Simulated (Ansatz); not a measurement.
```xyz
4
Lattice="0.0000 -2.8710 -2.8710 0.0000 -2.8710 2.8710 -5.7420 0.0000 0.0000" Properties=species:S:1:pos:R:3 pbc="T T T"
W     0.0000    0.0000    0.0000
Se   -2.8710    0.0000    0.0000
W    -2.8710   -2.8710    0.0000
Se    0.0000   -2.8710    0.0000
```

Space group Fm-3m; started from the rock salt prototype, which need not be the ambient phase; Hubbard U of 6.2 eV on W d only; the program warned that a lower state may break the symmetry; spin-polarised.

All numbers below come from DFT PBE+U, scalar-relativistic, plane waves, PAW in Ansatz.

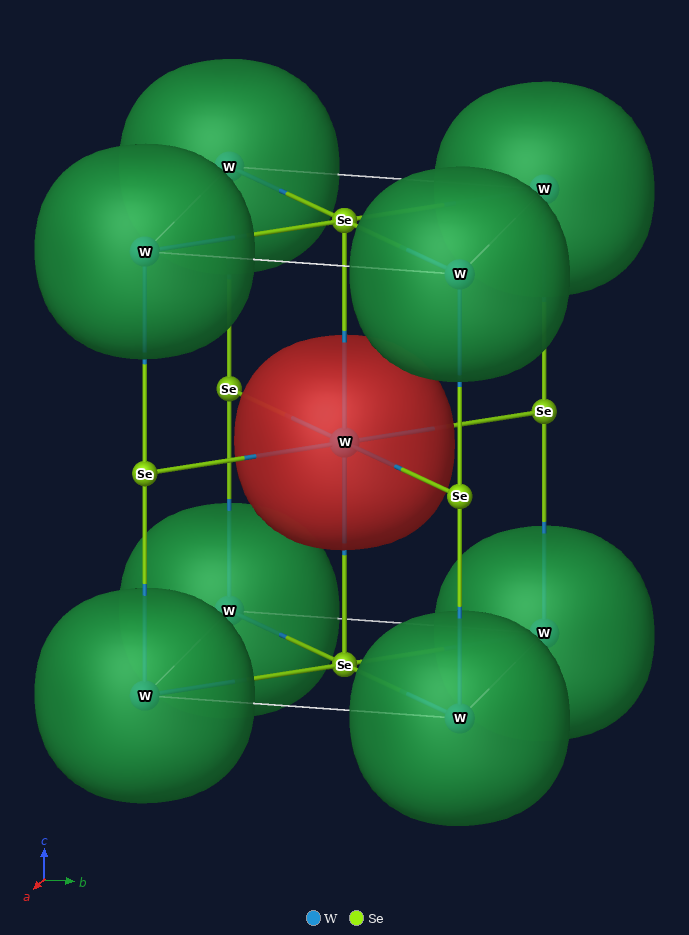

WSe. Isosurfaces of the magnetisation density (up minus down) at +0.1 (green) and −0.1 e/Å³ (red), seen slightly off an axis. Sticks mark near contacts.

Question: Which atoms carry the moments, and with what signs?

Answer: The spin density sits on W: +3.1 μB and −3.1 μB in one cell of 4 atoms, with smaller moments on other sites: Se (±0.09 μB): antiferromagnetic in this solution, which needn't be the ground state, with some nearest magnetic neighbours parallel and some opposed. The cell of the calculation (4 atoms) carries 0.0 μB of net spin moment.
